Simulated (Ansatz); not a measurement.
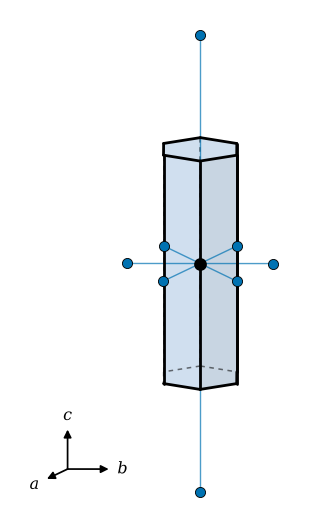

For SnH5, the end point of a relaxation with Ansatz, DFT PBE, scalar-relativistic, plane waves, PAW; the starting structure was generated, so it need not be a known form of this composition: the Wigner–Seitz cell of the crystal's lattice, with lines to the lattice points that define its faces. Symmetry computed with spglib at a tolerance of 0.002 Å; standard conventional cell.

a = 3.604 Å, b = 3.604 Å, c = 11.699 Å, α = 90.00°, β = 90.00°, γ = 120.00°; lattice centring P.

**Describe the polyhedron.**

A hexagonal prism: 8 faces (6 with 4 edges, 2 with 6 edges), 18 edges, 12 vertices. Its volume is that of the primitive cell, 131.6 Å³.

**Which lattice vectors do the faces bisect?**

```json
{"example": "a + b", "length (Å)": "3.60", "faces": "6", "edges of each": "4", "area (Å²)": "24.3"}
{"example": "c", "length (Å)": "11.70", "faces": "2", "edges of each": "6", "area (Å²)": "11.2"}
```
